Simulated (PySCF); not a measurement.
## Geometry relaxation of CH₃F₃Si

The run: geometry relaxation of CH₃F₃Si, SMILES FC(F)(F)[SiH3]. Method and program: PBE0-D3(BJ)/def2-SVP geometry optimisation, gas phase (PySCF 2.14.0).

It belongs to a series of runs on one base structure; here: H on Si replaced by CF3.

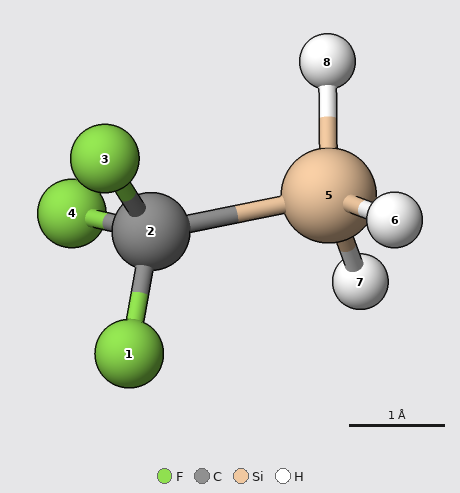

Figure 1. The structure as given in the input (ball-and-stick view, seen at a tilt; atoms are numbered from 1 in the order of the input).

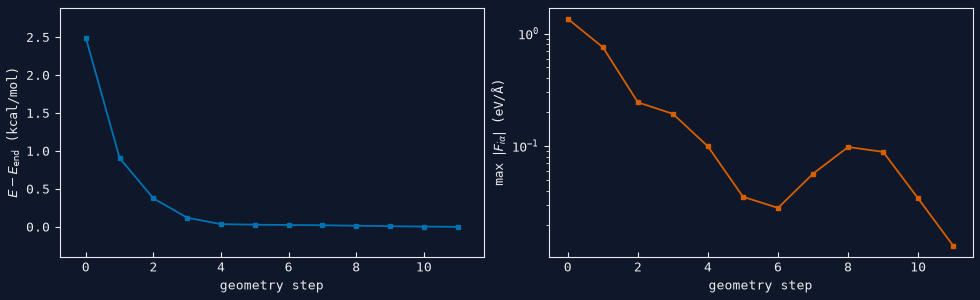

Figure 2. Progress of the relaxation, step by step (steps are counted from 0).

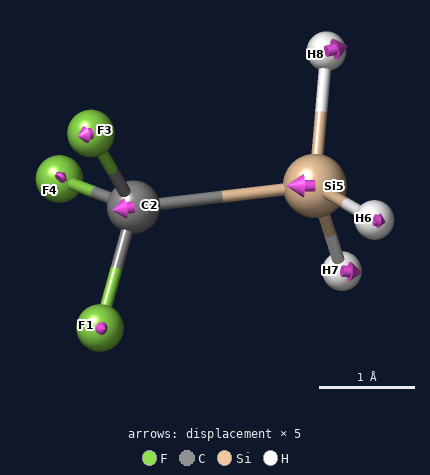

Figure 3. The starting structure with the displacements as pink arrows, magnified 5 times (ball-and-stick view, seen at a tilt). The two geometries are laid on each other by the best rigid fit. The energy falls by 2.49 kcal/mol in 11 geometry steps. The largest force component goes from 1.4 to 0.013 eV/Å. The largest move after the best rigid fit is that of Si5, 0.061 Å. By element the largest moves are Si 0.061 Å, H 0.051 Å, C 0.047 Å, F 0.033 Å. Among the contacts that change: Si5–H7 1.446 → 1.488 Å, Si5–H6 1.463 → 1.488 Å, F1–C2 1.358 → 1.341 Å, C2–Si5 1.946 → 1.932 Å. Among the angles that change: C2–Si5–H8 103.3° → 107.6°, H6–Si5–H7 115.0° → 111.2°, C2–Si5–H7 104.1° → 107.7°. (Atoms are counted from 1 in the order of the input.)

The input and output of the run follow.

Input file
```
{"job": {"xc": "PBE0", "basis": "def2-SVP", "d3": "d3bj", "grid": 1, "shake": 0.01, "kind": "geom"}, "charge": 0, "multiplicity": 1}
F      1.551530    -0.235520    -1.105440
C      0.905510    -0.052670     0.074820
F      1.426490     1.056620     0.621660
F      1.341700    -1.077780     0.845550
Si    -1.029340     0.051310    -0.105340
H     -1.260300     1.219950    -0.954120
H     -1.396550    -1.215740    -0.698160
H     -1.483900     0.234700     1.268550
```

The first line tells a small driver script what to run in PySCF; the rest is the geometry in Å.

Run as:
```bash
OMP_NUM_THREADS=1 python <driver script> task.json out
```

Log
```
step   0  E = -628.11888323  max force = 0.026296
step   1  E = -628.12141099  max force = 0.014705
step   2  E = -628.12225665  max force = 0.004761
step   3  E = -628.12266416  max force = 0.003762
step   4  E = -628.12279837  max force = 0.001929
step   5  E = -628.12280954  max force = 0.000689
step   6  E = -628.12281604  max force = 0.000549
step   7  E = -628.12282156  max force = 0.001105
step   8  E = -628.12283162  max force = 0.001907
step   9  E = -628.12284083  max force = 0.001727
step  10  E = -628.12284997  max force = 0.000665
step  11  E = -628.12285480  max force = 0.000253
optimisation converged
```

Trajectory as extended XYZ (Å, eV, eV/Å), 12 frames, from step=0 to step=11
```
8
Properties=species:S:1:pos:R:3:forces:R:3 step=0 energy=-17091.98540
F     1.5515   -0.2355   -1.1054   -0.6146   0.2812   0.1540
C     0.9055   -0.0527    0.0748    1.3522  -0.5112  -0.1355
F     1.4265    1.0566    0.6217   -0.2841   0.1262  -0.0529
F     1.3417   -1.0778    0.8456   -0.6576   0.2006  -0.0045
Si   -1.0293    0.0513   -0.1053    1.3396   0.1616   0.2249
H    -1.2603    1.2200   -0.9541   -0.2619   0.3253  -0.2929
H    -1.3965   -1.2157   -0.6982   -0.4590  -0.6381  -0.3454
H    -1.4839    0.2347    1.2686   -0.4146   0.0542   0.4523
8
Properties=species:S:1:pos:R:3:forces:R:3 step=1 energy=-17092.05418
F     1.2007   -0.2197   -1.3672    0.3622  -0.1097  -0.2013
C     0.9545   -0.1255   -0.0520   -0.7562   0.0672  -0.0709
F     1.7279    0.8414    0.4359    0.1685   0.0491   0.1253
F     1.3099   -1.2818    0.5171    0.2684  -0.0520   0.0690
Si   -0.9521    0.1608    0.1072    0.0425  -0.0760  -0.1274
H    -1.2884    1.3572   -0.7096   -0.0159   0.0572   0.0509
H    -1.5314   -1.0664   -0.5075   -0.0858   0.0395   0.0557
H    -1.3717    0.3128    1.5214    0.0163   0.0247   0.0987
8
Properties=species:S:1:pos:R:3:forces:R:3 step=2 energy=-17092.07719
F     1.2589   -0.2394   -1.3704   -0.0135  -0.0138   0.0103
C     0.9470   -0.1331   -0.0648    0.0908  -0.1171  -0.1834
F     1.7135    0.8355    0.4395   -0.0726   0.2448   0.0962
F     1.3319   -1.2732    0.5240   -0.0934  -0.1182   0.0613
Si   -0.9621    0.1583    0.0955    0.0471  -0.0416  -0.0537
H    -1.3014    1.3692   -0.7004    0.0157   0.0212   0.0361
H    -1.5877   -1.0536   -0.5014   -0.0332   0.0180   0.0242
H    -1.3507    0.3150    1.5233    0.0592   0.0066   0.0090
8
Properties=species:S:1:pos:R:3:forces:R:3 step=3 energy=-17092.08828
F     1.2931   -0.2551   -1.3723   -0.0328   0.0214   0.1934
C     0.9442   -0.1415   -0.0750    0.1462  -0.1217  -0.1703
F     1.6771    0.8499    0.4467   -0.0754   0.0545  -0.0098
F     1.3249   -1.2744    0.5369   -0.0679   0.0391  -0.0225
Si   -0.9605    0.1529    0.0813   -0.0112   0.0036   0.0198
H    -1.2949    1.3784   -0.6940    0.0128   0.0039   0.0131
H    -1.6265   -1.0443   -0.4992   -0.0080   0.0016  -0.0024
H    -1.3081    0.3128    1.5208    0.0363  -0.0026  -0.0215
8
Properties=species:S:1:pos:R:3:forces:R:3 step=4 energy=-17092.09193
F     1.3250   -0.2661   -1.3637   -0.0252   0.0091   0.0829
C     0.9413   -0.1484   -0.0813    0.0695  -0.0582  -0.0992
F     1.6418    0.8630    0.4504   -0.0045   0.0064   0.0117
F     1.3183   -1.2711    0.5500   -0.0130   0.0363  -0.0016
Si   -0.9608    0.1474    0.0686   -0.0277   0.0156   0.0324
H    -1.2874    1.3846   -0.6906    0.0011  -0.0019  -0.0057
H    -1.6543   -1.0382   -0.5030    0.0036  -0.0021  -0.0134
H    -1.2744    0.3075    1.5148   -0.0037  -0.0052  -0.0069
8
Properties=species:S:1:pos:R:3:forces:R:3 step=5 energy=-17092.09224
F     1.3304   -0.2672   -1.3599   -0.0039   0.0027   0.0315
C     0.9423   -0.1488   -0.0809    0.0002  -0.0189  -0.0354
F     1.6376    0.8653    0.4532    0.0085   0.0102   0.0050
F     1.3181   -1.2686    0.5547    0.0015   0.0059   0.0019
Si   -0.9617    0.1466    0.0665   -0.0030   0.0061   0.0139
H    -1.2867    1.3847   -0.6921   -0.0006  -0.0013  -0.0041
H    -1.6541   -1.0381   -0.5086    0.0025  -0.0001  -0.0097
H    -1.2766    0.3048    1.5124   -0.0053  -0.0047  -0.0030
8
Properties=species:S:1:pos:R:3:forces:R:3 step=6 energy=-17092.09241
F     1.3364   -0.2673   -1.3537    0.0088  -0.0029  -0.0207
C     0.9432   -0.1480   -0.0780   -0.0282   0.0138   0.0198
F     1.6345    0.8688    0.4578    0.0056   0.0028   0.0031
F     1.3182   -1.2656    0.5613    0.0064  -0.0085   0.0075
Si   -0.9625    0.1456    0.0636    0.0107  -0.0028  -0.0047
H    -1.2858    1.3840   -0.6952   -0.0003   0.0001  -0.0004
H    -1.6501   -1.0387   -0.5185    0.0011   0.0011  -0.0045
H    -1.2845    0.2999    1.5081   -0.0040  -0.0037  -0.0002
8
Properties=species:S:1:pos:R:3:forces:R:3 step=7 energy=-17092.09256
F     1.3445   -0.2662   -1.3454    0.0159  -0.0048  -0.0435
C     0.9440   -0.1461   -0.0729   -0.0323   0.0326   0.0568
F     1.6301    0.8734    0.4657   -0.0009  -0.0051  -0.0041
F     1.3182   -1.2614    0.5708    0.0065  -0.0151   0.0050
Si   -0.9632    0.1437    0.0587    0.0122  -0.0082  -0.0183
H    -1.2844    1.3829   -0.6999    0.0004   0.0015   0.0032
H    -1.6438   -1.0402   -0.5329    0.0003   0.0014   0.0000
H    -1.2959    0.2926    1.5012   -0.0021  -0.0024   0.0009
8
Properties=species:S:1:pos:R:3:forces:R:3 step=8 energy=-17092.09284
F     1.3662   -0.2616   -1.3231    0.0201  -0.0053  -0.0655
C     0.9457   -0.1404   -0.0581   -0.0197   0.0526   0.0981
F     1.6175    0.8855    0.4881   -0.0148  -0.0240  -0.0133
F     1.3175   -1.2510    0.5954    0.0029  -0.0142  -0.0015
Si   -0.9649    0.1380    0.0443    0.0099  -0.0144  -0.0357
H    -1.2804    1.3801   -0.7120    0.0018   0.0043   0.0082
H    -1.6269   -1.0446   -0.5707   -0.0008   0.0006   0.0070
H    -1.3252    0.2726    1.4814    0.0005   0.0005   0.0026
8
Properties=species:S:1:pos:R:3:forces:R:3 step=9 energy=-17092.09309
F     1.3878   -0.2542   -1.3006    0.0156  -0.0019  -0.0520
C     0.9470   -0.1341   -0.0419   -0.0020   0.0456   0.0888
F     1.6043    0.8963    0.5132   -0.0186  -0.0281  -0.0145
F     1.3158   -1.2418    0.6185   -0.0008  -0.0094  -0.0076
Si   -0.9663    0.1319    0.0286    0.0029  -0.0133  -0.0357
H    -1.2757    1.3779   -0.7239    0.0024   0.0051   0.0093
H    -1.6092   -1.0495   -0.6084   -0.0012  -0.0005   0.0092
H    -1.3543    0.2521    1.4598    0.0018   0.0025   0.0025
8
Properties=species:S:1:pos:R:3:forces:R:3 step=10 energy=-17092.09334
F     1.4065   -0.2440   -1.2809    0.0039   0.0038  -0.0143
C     0.9479   -0.1284   -0.0267    0.0129   0.0153   0.0342
F     1.5924    0.9035    0.5385   -0.0124  -0.0174  -0.0052
F     1.3132   -1.2361    0.6357   -0.0036  -0.0009  -0.0090
Si   -0.9672    0.1265    0.0137   -0.0037  -0.0060  -0.0178
H    -1.2708    1.3769   -0.7336    0.0020   0.0033   0.0054
H    -1.5935   -1.0541   -0.6409   -0.0006  -0.0011   0.0058
H    -1.3791    0.2344    1.4394    0.0015   0.0031   0.0009
8
Properties=species:S:1:pos:R:3:forces:R:3 step=11 energy=-17092.09347
F     1.4157   -0.2354   -1.2719   -0.0039   0.0066   0.0127
C     0.9481   -0.1261   -0.0194    0.0120  -0.0091  -0.0130
F     1.5865    0.9039    0.5541   -0.0019  -0.0015   0.0052
F     1.3111   -1.2364    0.6400   -0.0029   0.0016  -0.0061
Si   -0.9676    0.1241    0.0061   -0.0050   0.0007   0.0009
H    -1.2675    1.3776   -0.7374    0.0011   0.0006   0.0002
H    -1.5870   -1.0559   -0.6555    0.0002  -0.0007   0.0007
H    -1.3898    0.2270    1.4293    0.0004   0.0018  -0.0006
```

Summary

| quantity | value |
| --- | --- |
| outcome | converged |
| total energy | −628.122855 hartree |
| dipole moment | 1.94 D |
| point group | C3v |
| hardware | 1 CPU thread, shared host |
| wall time | 28 s |
| peak memory | 0.38 GiB |
